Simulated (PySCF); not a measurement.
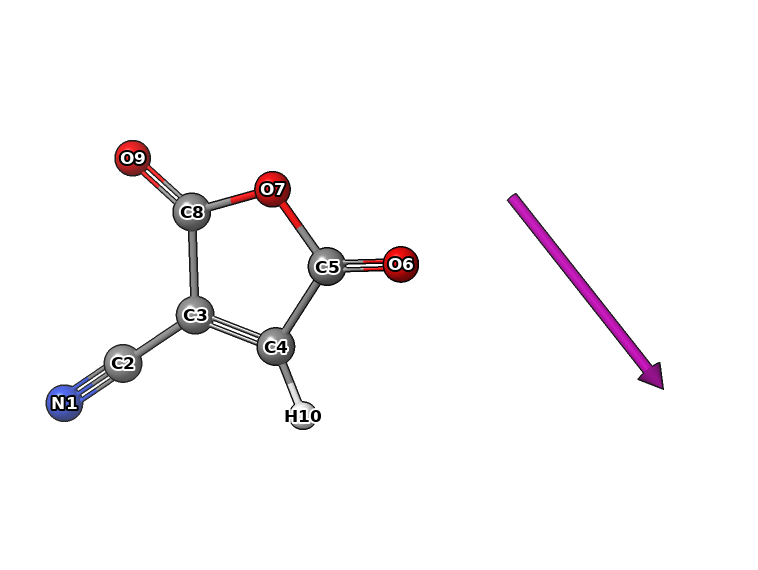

The arrow beside the molecule shows the direction of the dipole moment, from the negative to the positive end (its length means nothing). The geometry was computed by an optimisation with GFN2-xTB. No frequency run is at hand to confirm it as a minimum. Level of theory: CAM-B3LYP/def2-SVPD, gas phase (PySCF 2.14.0).

How large is the dipole moment?

2.70 D; it points from the side of O9 to the side of H10 (the outermost atoms at the two ends).
